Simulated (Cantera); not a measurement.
Charge: 1 mol SiH2Cl2, a varied amount of H2O, held at 1625 K and 10.0 Torr.

Method: chemical equilibrium by Gibbs-energy minimisation in Cantera with the NASA 1993 tables (ideal gas, pure condensed phases). Candidate condensed phases: H2O, Si, SiO2; 30 gas species. The tables hold silica as quartz up to 1696 K and as liquid above; real silica turns to tridymite and cristobalite and melts near 1996 K. The numbers say what is thermodynamically allowed, not how fast it happens.

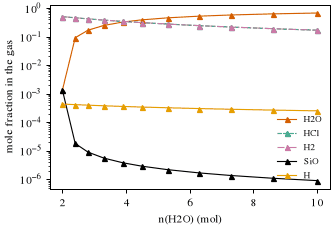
Figure. Equilibrium gas composition (values under 1e-9 drawn at 1e-9)

Problem. Read off the mole fractions at 2.8 mol H2O.

Solution. H2 about 0.42, HCl about 0.42, H2O about 0.17, H about 0.00039, SiO about 9.0e-6.
